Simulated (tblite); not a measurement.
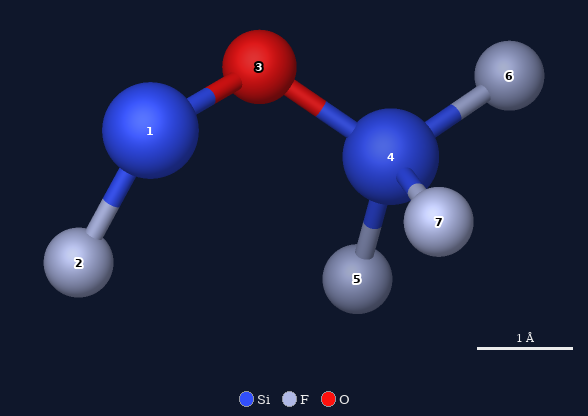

Fig. 1: The starting structure (ball-and-stick view, seen at a tilt; atoms are numbered from 1 in the order of the input). Bond lengths as drawn: F–Si 1.66 to 1.69 Å and O–Si 1.69 to 1.71 Å.

# Run report: Si2OF4, geometry relaxation

- system: Si2OF4, multiplicity 3, SMILES F[Si]O[Si](F)(F)F
- method: GFN2-xTB geometry optimisation, gas phase (tblite 0.8.0)

Input
```
{"job": {"kind": "relax", "xc": "GFN2-xTB", "basis": "xTB"}, "charge": 0, "multiplicity": 3}
Si     1.885680    -0.685028     0.303701
F      2.563897     0.813177    -0.014833
O      0.434348    -1.013812    -0.528699
Si    -0.876326    -0.060404    -0.051900
F     -0.732090     1.485191    -0.728511
F     -2.339714    -0.669816    -0.587990
F     -0.899957     0.160274     1.596298
```

The first line tells a small driver script what to run in tblite; the rest is the geometry in Å.

Command:
```bash
OMP_NUM_THREADS=1 python <driver script> task.json out
```

The program's output
```
step      E/eV     max force
  0    -723.99096    3.005
  1    -724.39150    2.069
  2    -724.57913    2.640
  3    -724.68199    0.503
  4    -724.69319    0.376
  5    -724.70624    0.435
  6    -724.72199    0.554
  7    -724.75701    0.535
  8    -724.77730    0.338
  9    -724.78299    0.284
 10    -724.79393    0.392
 11    -724.80007    0.449
 12    -724.81039    0.362
 13    -724.81740    0.266
 14    -724.82275    0.193
 15    -724.82676    0.217
 16    -724.83096    0.185
 17    -724.83508    0.180
 18    -724.83861    0.170
 19    -724.84068    0.250
 20    -724.84241    0.096
 21    -724.84382    0.083
 22    -724.84438    0.070
 23    -724.84485    0.068
 24    -724.84624    0.075
 25    -724.84758    0.082
 26    -724.84870    0.065
 27    -724.84918    0.035
 28    -724.84929    0.021
 29    -724.84933    0.018
 30    -724.84939    0.018
 31    -724.84946    0.018
 32    -724.84953    0.020
 33    -724.84956    0.019
 34    -724.84958    0.016
 35    -724.84960    0.014
 36    -724.84968    0.020
 37    -724.84983    0.031
 38    -724.85007    0.035
 39    -724.85029    0.031
 40    -724.85042    0.028
 41    -724.85049    0.028
 42    -724.85057    0.028
 43    -724.85070    0.026
 44    -724.85090    0.030
 45    -724.85111    0.038
 46    -724.85126    0.034
 47    -724.85138    0.030
 48    -724.85145    0.026
 49    -724.85149    0.021
 50    -724.85154    0.030
 51    -724.85164    0.031
 52    -724.85169    0.019
 53    -724.85172    0.010
 54    -724.85172    0.010
 55    -724.85173    0.012
 56    -724.85175    0.018
 57    -724.85181    0.029
 58    -724.85194    0.049
 59    -724.85220    0.069
 60    -724.85254    0.094
 61    -724.85293    0.075
 62    -724.85088    0.299
 63    -724.85320    0.033
 64    -724.85324    0.016
 65    -724.85327    0.013
 66    -724.85327    0.004
```

Trajectory as extended XYZ (Å, eV, eV/Å), 34 frames, from step=0 to step=66
```
7
Properties=species:S:1:pos:R:3:forces:R:3 step=0 energy=-723.99096
Si    1.8857   -0.6850    0.3037   -0.0200   0.2970  -0.6710
F     2.5639    0.8132   -0.0148   -0.4040  -0.7230   0.1260
O     0.4343   -1.0138   -0.5287   -1.2870   1.8090   1.4440
Si   -0.8763   -0.0604   -0.0519   -0.4760   0.7720  -0.5600
F    -0.7321    1.4852   -0.7285   -0.2780  -2.7340   1.2160
F    -2.3397   -0.6698   -0.5880    2.5100   0.9580   0.9190
F    -0.9000    0.1603    1.5963   -0.0450  -0.3790  -2.4730
7
Properties=species:S:1:pos:R:3:forces:R:3 step=2 energy=-724.57913
Si    1.8794   -0.6799    0.2667   -0.2330  -0.5020  -0.3330
F     2.5443    0.7819   -0.0099   -0.0420   0.1370  -0.0390
O     0.3725   -0.9181   -0.4518    0.9350  -0.1800   0.1880
Si   -0.8879   -0.0313   -0.0735    0.8210  -1.2340   0.7790
F    -0.7469    1.3596   -0.6726    0.1330   2.4200  -1.0480
F    -2.2203   -0.6255   -0.5453   -1.3740  -0.7930  -0.5570
F    -0.9053    0.1429    1.4745   -0.2410   0.1530   1.0090
7
Properties=species:S:1:pos:R:3:forces:R:3 step=4 energy=-724.69319
Si    1.8793   -0.6874    0.2654    0.1660  -0.2300  -0.2460
F     2.5449    0.7859   -0.0108   -0.1370  -0.0890   0.0050
O     0.3920   -0.9308   -0.4570    0.1320   0.1770   0.2600
Si   -0.8804   -0.0424   -0.0653   -0.0290   0.1920  -0.0260
F    -0.7445    1.3972   -0.6891   -0.0720   0.0440  -0.0240
F    -2.2468   -0.6397   -0.5560    0.1230  -0.1180  -0.0210
F    -0.9087    0.1467    1.5009   -0.1830   0.0250   0.0520
7
Properties=species:S:1:pos:R:3:forces:R:3 step=6 energy=-724.72199
Si    1.8970   -0.7127    0.2359    0.4730  -0.2240  -0.0320
F     2.5289    0.7745   -0.0098   -0.0470   0.0240   0.0040
O     0.4003   -0.9038   -0.4229   -0.1140  -0.0740  -0.0910
Si   -0.8811   -0.0257   -0.0659    0.0400  -0.1040   0.2500
F    -0.7530    1.3995   -0.6906   -0.0380   0.5020  -0.2310
F    -2.2271   -0.6506   -0.5562   -0.1170  -0.2210  -0.1400
F    -0.9292    0.1484    1.4976   -0.1970   0.0960   0.2400
7
Properties=species:S:1:pos:R:3:forces:R:3 step=8 energy=-724.77730
Si    1.9877   -0.8042    0.1479    0.0280   0.0750  -0.1150
F     2.4820    0.7454   -0.0062    0.1750   0.0060   0.0640
O     0.4176   -0.8395   -0.3373   -0.0270  -0.2710  -0.2000
Si   -0.8847    0.0227   -0.0509    0.0580  -0.1590   0.2540
F    -0.7821    1.4412   -0.7109   -0.0840   0.1860  -0.0630
F    -2.1782   -0.7000   -0.5689    0.0580  -0.0440  -0.0960
F    -1.0065    0.1640    1.5143   -0.2080   0.2060   0.1570
7
Properties=species:S:1:pos:R:3:forces:R:3 step=10 energy=-724.79393
Si    1.9950   -0.8046    0.1338   -0.1180   0.0310  -0.1540
F     2.4927    0.7447   -0.0012    0.1470   0.0170   0.0550
O     0.4156   -0.8555   -0.3469   -0.0750  -0.0250   0.0050
Si   -0.8802    0.0205   -0.0366    0.0020   0.1040  -0.0540
F    -0.7907    1.4496   -0.7129   -0.0700  -0.3290   0.2010
F    -2.1701   -0.7060   -0.5765    0.2260   0.0590   0.0140
F    -1.0266    0.1808    1.5284   -0.1110   0.1430  -0.0680
7
Properties=species:S:1:pos:R:3:forces:R:3 step=12 energy=-724.81039
Si    2.0065   -0.8135    0.0925   -0.2260   0.0770  -0.1800
F     2.5122    0.7408    0.0103    0.0840  -0.0650   0.0490
O     0.4085   -0.8685   -0.3473    0.0670   0.1380   0.1950
Si   -0.8730    0.0241   -0.0156   -0.0330   0.0720  -0.1410
F    -0.8098    1.4475   -0.7053    0.0110  -0.2920   0.2140
F    -2.1383   -0.7165   -0.5876    0.0860   0.0010   0.0200
F    -1.0703    0.2156    1.5412    0.0110   0.0700  -0.1570
7
Properties=species:S:1:pos:R:3:forces:R:3 step=14 energy=-724.82275
Si    2.0156   -0.8266    0.0379   -0.0690   0.1130  -0.1090
F     2.5270    0.7295    0.0230    0.0720  -0.0890   0.0400
O     0.4072   -0.8620   -0.3250    0.0970   0.0630   0.1550
Si   -0.8694    0.0305   -0.0005   -0.0910  -0.1060  -0.0310
F    -0.8271    1.4412   -0.6923    0.0740   0.0980   0.0230
F    -2.1034   -0.7324   -0.5977   -0.1360  -0.1160  -0.0410
F    -1.1141    0.2493    1.5426    0.0520   0.0370  -0.0360
7
Properties=species:S:1:pos:R:3:forces:R:3 step=16 energy=-724.83096
Si    2.0273   -0.8376   -0.0168    0.0950   0.0500  -0.0340
F     2.5377    0.7127    0.0349    0.1330   0.0200   0.0340
O     0.4130   -0.8439   -0.2872   -0.0530  -0.0490   0.0460
Si   -0.8753    0.0343    0.0067   -0.1250  -0.0810   0.0060
F    -0.8362    1.4448   -0.6821    0.0670   0.1520  -0.0400
F    -2.0832   -0.7564   -0.6078   -0.1500  -0.1030  -0.0350
F    -1.1475    0.2758    1.5404    0.0320   0.0110   0.0220
7
Properties=species:S:1:pos:R:3:forces:R:3 step=18 energy=-724.83861
Si    2.0397   -0.8388   -0.0833    0.0520   0.0020  -0.0100
F     2.5695    0.6965    0.0536    0.1470   0.0810   0.0290
O     0.4132   -0.8314   -0.2430   -0.0870  -0.0690   0.0120
Si   -0.8922    0.0317    0.0122   -0.0810   0.0500  -0.0220
F    -0.8402    1.4517   -0.6670    0.0220  -0.0150  -0.0290
F    -2.0730   -0.7906   -0.6223   -0.0540   0.0080   0.0410
F    -1.1812    0.3104    1.5378    0.0010  -0.0580  -0.0200
7
Properties=species:S:1:pos:R:3:forces:R:3 step=20 energy=-724.84241
Si    2.0363   -0.8242   -0.1014    0.0260  -0.0130  -0.0110
F     2.6006    0.6976    0.0638    0.0800   0.0490   0.0220
O     0.4050   -0.8372   -0.2318   -0.0530  -0.0250   0.0030
Si   -0.9055    0.0245    0.0089    0.0050   0.0730  -0.0230
F    -0.8337    1.4505   -0.6590   -0.0130  -0.0580  -0.0550
F    -2.0849   -0.8016   -0.6258   -0.0050   0.0580   0.0670
F    -1.1821    0.3200    1.5335   -0.0400  -0.0830  -0.0030
7
Properties=species:S:1:pos:R:3:forces:R:3 step=22 energy=-724.84438
Si    2.0321   -0.8174   -0.0791   -0.0410   0.0350  -0.0250
F     2.6047    0.7081    0.0610    0.0240  -0.0310   0.0140
O     0.3986   -0.8470   -0.2467    0.0660   0.0160   0.0160
Si   -0.9046    0.0245    0.0037    0.0120  -0.0100   0.0130
F    -0.8284    1.4472   -0.6666   -0.0100  -0.0070  -0.0560
F    -2.0985   -0.7895   -0.6179   -0.0090   0.0420   0.0440
F    -1.1681    0.3036    1.5337   -0.0400  -0.0460  -0.0060
7
Properties=species:S:1:pos:R:3:forces:R:3 step=24 energy=-724.84624
Si    2.0313   -0.8102   -0.0860    0.0120   0.0510  -0.0190
F     2.6227    0.7095    0.0670   -0.0190  -0.0720   0.0070
O     0.3975   -0.8485   -0.2422    0.0260   0.0580   0.0110
Si   -0.9066    0.0252    0.0024    0.0590  -0.0160   0.0040
F    -0.8275    1.4440   -0.6767   -0.0090  -0.0200  -0.0280
F    -2.1070   -0.7840   -0.6090   -0.0360   0.0070   0.0040
F    -1.1745    0.2936    1.5326   -0.0330  -0.0070   0.0220
7
Properties=species:S:1:pos:R:3:forces:R:3 step=26 energy=-724.84870
Si    2.0409   -0.8062   -0.1339    0.0150   0.0400  -0.0020
F     2.6547    0.6963    0.0841   -0.0250  -0.0600   0.0020
O     0.4027   -0.8353   -0.2104    0.0180   0.0500  -0.0060
Si   -0.9105    0.0298    0.0069    0.0250  -0.0120   0.0100
F    -0.8344    1.4410   -0.6899   -0.0060  -0.0320   0.0040
F    -2.1063   -0.7894   -0.6003   -0.0290  -0.0070  -0.0240
F    -1.2113    0.2934    1.5317    0.0020   0.0210   0.0160
7
Properties=species:S:1:pos:R:3:forces:R:3 step=28 energy=-724.84929
Si    2.0457   -0.8059   -0.1604    0.0030  -0.0060   0.0000
F     2.6647    0.6858    0.0917    0.0070  -0.0010   0.0080
O     0.4075   -0.8252   -0.1930    0.0060   0.0170  -0.0100
Si   -0.9127    0.0305    0.0107   -0.0140  -0.0060   0.0090
F    -0.8388    1.4396   -0.6901   -0.0090  -0.0170  -0.0060
F    -2.1014   -0.7970   -0.6019   -0.0040   0.0060  -0.0100
F    -1.2290    0.3018    1.5311    0.0120   0.0060   0.0090
7
Properties=species:S:1:pos:R:3:forces:R:3 step=30 energy=-724.84939
Si    2.0463   -0.8046   -0.1671    0.0120  -0.0130   0.0010
F     2.6697    0.6832    0.0948    0.0090   0.0070   0.0090
O     0.4086   -0.8219   -0.1898   -0.0110   0.0070  -0.0090
Si   -0.9145    0.0295    0.0121   -0.0060   0.0010   0.0040
F    -0.8402    1.4374   -0.6907   -0.0120  -0.0030  -0.0110
F    -2.1018   -0.7981   -0.6027   -0.0030   0.0020  -0.0050
F    -1.2322    0.3042    1.5315    0.0110   0.0000   0.0100
7
Properties=species:S:1:pos:R:3:forces:R:3 step=32 energy=-724.84953
Si    2.0466   -0.8038   -0.1652    0.0090  -0.0100   0.0020
F     2.6725    0.6832    0.0968    0.0060   0.0030   0.0080
O     0.4088   -0.8195   -0.1932   -0.0120  -0.0020  -0.0050
Si   -0.9159    0.0283    0.0131    0.0050   0.0050  -0.0060
F    -0.8420    1.4340   -0.6941   -0.0150   0.0110  -0.0050
F    -2.1052   -0.7955   -0.6030    0.0010  -0.0070   0.0040
F    -1.2290    0.3028    1.5336    0.0080   0.0000   0.0020
7
Properties=species:S:1:pos:R:3:forces:R:3 step=34 energy=-724.84958
Si    2.0463   -0.8050   -0.1579   -0.0040   0.0010   0.0010
F     2.6694    0.6852    0.0956    0.0030  -0.0070   0.0070
O     0.4081   -0.8204   -0.1988    0.0030  -0.0010  -0.0030
Si   -0.9153    0.0285    0.0127    0.0030   0.0030  -0.0080
F    -0.8429    1.4338   -0.6954   -0.0140   0.0080   0.0020
F    -2.1064   -0.7932   -0.6029    0.0030  -0.0060   0.0080
F    -1.2235    0.3007    1.5348    0.0060   0.0020  -0.0080
7
Properties=species:S:1:pos:R:3:forces:R:3 step=36 energy=-724.84968
Si    2.0464   -0.8073   -0.1516   -0.0170   0.0110   0.0000
F     2.6666    0.6853    0.0962    0.0020  -0.0150   0.0060
O     0.4079   -0.8204   -0.2043    0.0190   0.0030  -0.0050
Si   -0.9142    0.0294    0.0113   -0.0080   0.0020  -0.0070
F    -0.8472    1.4355   -0.6963   -0.0080  -0.0030   0.0070
F    -2.1063   -0.7929   -0.6021    0.0070  -0.0020   0.0110
F    -1.2173    0.3000    1.5349    0.0050   0.0040  -0.0130
7
Properties=species:S:1:pos:R:3:forces:R:3 step=38 energy=-724.85007
Si    2.0480   -0.8113   -0.1510   -0.0270   0.0220  -0.0020
F     2.6752    0.6763    0.1108    0.0000  -0.0210   0.0060
O     0.4096   -0.8122   -0.2135    0.0280   0.0110  -0.0150
Si   -0.9149    0.0324    0.0073   -0.0260   0.0060  -0.0030
F    -0.8715    1.4389   -0.7020    0.0120  -0.0230   0.0110
F    -2.1062   -0.7981   -0.5972    0.0140   0.0000   0.0180
F    -1.2044    0.3036    1.5337   -0.0010   0.0040  -0.0160
7
Properties=species:S:1:pos:R:3:forces:R:3 step=40 energy=-724.85042
Si    2.0500   -0.8100   -0.1669   -0.0020   0.0130  -0.0010
F     2.6979    0.6613    0.1332   -0.0050  -0.0130   0.0060
O     0.4127   -0.7984   -0.2145   -0.0050   0.0140  -0.0230
Si   -0.9194    0.0342    0.0051   -0.0100   0.0070   0.0020
F    -0.8972    1.4382   -0.7092    0.0240  -0.0060  -0.0010
F    -2.1072   -0.8067   -0.5912    0.0070  -0.0160   0.0160
F    -1.2009    0.3110    1.5315   -0.0080   0.0010   0.0020
7
Properties=species:S:1:pos:R:3:forces:R:3 step=42 energy=-724.85057
Si    2.0509   -0.8070   -0.1798    0.0020  -0.0070  -0.0020
F     2.7107    0.6532    0.1439   -0.0040   0.0040   0.0080
O     0.4139   -0.7910   -0.2122   -0.0140   0.0100  -0.0220
Si   -0.9226    0.0347    0.0056    0.0040   0.0020   0.0050
F    -0.9047    1.4365   -0.7125    0.0200   0.0140  -0.0110
F    -2.1072   -0.8120   -0.5878   -0.0010  -0.0230   0.0120
F    -1.2053    0.3151    1.5308   -0.0070   0.0000   0.0090
7
Properties=species:S:1:pos:R:3:forces:R:3 step=44 energy=-724.85090
Si    2.0515   -0.8040   -0.1962    0.0040  -0.0290  -0.0060
F     2.7317    0.6362    0.1685   -0.0030   0.0230   0.0120
O     0.4154   -0.7743   -0.2210   -0.0170   0.0090  -0.0140
Si   -0.9275    0.0383    0.0045    0.0100  -0.0010  -0.0020
F    -0.9241    1.4365   -0.7214    0.0110   0.0090  -0.0030
F    -2.1060   -0.8258   -0.5763   -0.0030  -0.0120   0.0120
F    -1.2052    0.3228    1.5300   -0.0010   0.0000   0.0010
7
Properties=species:S:1:pos:R:3:forces:R:3 step=46 energy=-724.85126
Si    2.0500   -0.8068   -0.1947   -0.0020  -0.0330  -0.0100
F     2.7415    0.6218    0.1928   -0.0020   0.0300   0.0140
O     0.4153   -0.7572   -0.2480    0.0050   0.0060  -0.0060
Si   -0.9302    0.0438    0.0005    0.0090  -0.0060  -0.0070
F    -0.9467    1.4395   -0.7310    0.0030  -0.0100   0.0120
F    -2.1039   -0.8397   -0.5611   -0.0120   0.0070   0.0120
F    -1.1903    0.3282    1.5295   -0.0010   0.0060  -0.0150
7
Properties=species:S:1:pos:R:3:forces:R:3 step=48 energy=-724.85145
Si    2.0475   -0.8130   -0.1775    0.0060   0.0090  -0.0030
F     2.7305    0.6263    0.1927   -0.0120  -0.0070   0.0050
O     0.4141   -0.7567   -0.2662    0.0250  -0.0030  -0.0050
Si   -0.9279    0.0449   -0.0021    0.0030  -0.0160  -0.0030
F    -0.9478    1.4412   -0.7312    0.0010  -0.0020   0.0090
F    -2.1043   -0.8391   -0.5570   -0.0180   0.0100   0.0110
F    -1.1763    0.3260    1.5294   -0.0050   0.0090  -0.0130
7
Properties=species:S:1:pos:R:3:forces:R:3 step=50 energy=-724.85154
Si    2.0468   -0.8137   -0.1706    0.0280   0.0090  -0.0030
F     2.7237    0.6314    0.1875   -0.0090  -0.0070   0.0050
O     0.4146   -0.7600   -0.2683   -0.0020  -0.0080  -0.0070
Si   -0.9264    0.0430   -0.0028    0.0000  -0.0090  -0.0040
F    -0.9416    1.4406   -0.7294    0.0000   0.0000   0.0050
F    -2.1073   -0.8350   -0.5574   -0.0110   0.0060   0.0080
F    -1.1740    0.3233    1.5289   -0.0060   0.0090  -0.0030
7
Properties=species:S:1:pos:R:3:forces:R:3 step=52 energy=-724.85169
Si    2.0486   -0.8132   -0.1725    0.0170   0.0080  -0.0040
F     2.7279    0.6272    0.1989   -0.0090  -0.0050   0.0050
O     0.4168   -0.7546   -0.2791   -0.0180  -0.0080  -0.0010
Si   -0.9269    0.0417   -0.0052    0.0030   0.0090  -0.0050
F    -0.9478    1.4397   -0.7318   -0.0020  -0.0100   0.0020
F    -2.1121   -0.8377   -0.5487    0.0060   0.0040   0.0030
F    -1.1705    0.3264    1.5264    0.0030   0.0020   0.0000
7
Properties=species:S:1:pos:R:3:forces:R:3 step=54 energy=-724.85172
Si    2.0494   -0.8134   -0.1745   -0.0050   0.0020  -0.0070
F     2.7298    0.6241    0.2045   -0.0060   0.0020   0.0070
O     0.4171   -0.7525   -0.2834   -0.0010  -0.0040   0.0030
Si   -0.9268    0.0424   -0.0059    0.0010   0.0020   0.0000
F    -0.9529    1.4399   -0.7327    0.0020  -0.0020  -0.0050
F    -2.1116   -0.8398   -0.5455    0.0020   0.0020   0.0000
F    -1.1693    0.3289    1.5255    0.0080   0.0000   0.0010
7
Properties=species:S:1:pos:R:3:forces:R:3 step=56 energy=-724.85175
Si    2.0497   -0.8133   -0.1771   -0.0160  -0.0020  -0.0080
F     2.7307    0.6216    0.2098   -0.0050   0.0060   0.0080
O     0.4170   -0.7514   -0.2856    0.0120  -0.0020   0.0040
Si   -0.9266    0.0432   -0.0064    0.0000  -0.0100   0.0050
F    -0.9577    1.4398   -0.7340    0.0060   0.0100  -0.0110
F    -2.1106   -0.8412   -0.5437   -0.0050  -0.0020  -0.0020
F    -1.1667    0.3310    1.5251    0.0080   0.0000   0.0050
7
Properties=species:S:1:pos:R:3:forces:R:3 step=58 energy=-724.85194
Si    2.0502   -0.8113   -0.1916   -0.0280   0.0030  -0.0080
F     2.7311    0.6112    0.2394   -0.0060   0.0030   0.0060
O     0.4170   -0.7464   -0.2977    0.0340  -0.0010   0.0030
Si   -0.9261    0.0455   -0.0095   -0.0020  -0.0340   0.0170
F    -0.9753    1.4375   -0.7431    0.0130   0.0380  -0.0270
F    -2.1103   -0.8469   -0.5322   -0.0180  -0.0100  -0.0030
F    -1.1509    0.3400    1.5228    0.0070   0.0000   0.0120
7
Properties=species:S:1:pos:R:3:forces:R:3 step=60 energy=-724.85254
Si    2.0488   -0.7988   -0.2324   -0.0090   0.0410   0.0060
F     2.7064    0.5924    0.3247   -0.0160  -0.0320  -0.0100
O     0.4148   -0.7459   -0.3345    0.0450  -0.0090  -0.0030
Si   -0.9210    0.0473   -0.0188   -0.0070  -0.0590   0.0480
F    -1.0019    1.4271   -0.7703    0.0160   0.0810  -0.0450
F    -2.1165   -0.8546   -0.4966   -0.0290  -0.0200   0.0000
F    -1.0949    0.3622    1.5160   -0.0010  -0.0010   0.0040
7
Properties=species:S:1:pos:R:3:forces:R:3 step=62 energy=-724.85088
Si    2.0475   -0.7669   -0.3018    0.1020   0.2460   0.1350
F     2.6665    0.5732    0.4320   -0.0980  -0.2390  -0.1330
O     0.4110   -0.7590   -0.3660   -0.0030  -0.0200  -0.0070
Si   -0.9148    0.0434   -0.0280   -0.0530   0.0180  -0.0090
F    -1.0054    1.4125   -0.8057   -0.0020  -0.0340   0.0200
F    -2.1327   -0.8612   -0.4479    0.0590   0.0350   0.0170
F    -1.0362    0.3877    1.5056   -0.0050  -0.0070  -0.0240
7
Properties=species:S:1:pos:R:3:forces:R:3 step=64 energy=-724.85324
Si    2.0478   -0.7802   -0.2631   -0.0040  -0.0090  -0.0060
F     2.6833    0.5934    0.3535    0.0050   0.0100   0.0050
O     0.4117   -0.7634   -0.3324    0.0060  -0.0080  -0.0020
Si   -0.9179    0.0423   -0.0197    0.0050   0.0020  -0.0040
F    -0.9812    1.4210   -0.7801    0.0000   0.0090  -0.0060
F    -2.1250   -0.8519   -0.4834   -0.0090  -0.0070  -0.0040
F    -1.0829    0.3683    1.5132   -0.0020   0.0030   0.0160
7
Properties=species:S:1:pos:R:3:forces:R:3 step=66 energy=-724.85327
Si    2.0476   -0.7763   -0.2707    0.0000   0.0030   0.0010
F     2.6792    0.5928    0.3616   -0.0010  -0.0030  -0.0010
O     0.4109   -0.7672   -0.3324    0.0020  -0.0010   0.0000
Si   -0.9170    0.0419   -0.0200    0.0000   0.0030  -0.0010
F    -0.9794    1.4197   -0.7829   -0.0010  -0.0020   0.0010
F    -2.1262   -0.8516   -0.4805    0.0000   0.0000   0.0000
F    -1.0793    0.3704    1.5130    0.0000   0.0000   0.0000
```

Results in brief

| quantity | value |
| --- | --- |
| outcome | converged |
| total energy | −724.8533 eV |
| hardware | 1 CPU thread, shared host |
| wall time | 1.6 s |
| peak memory | 0.18 GiB |
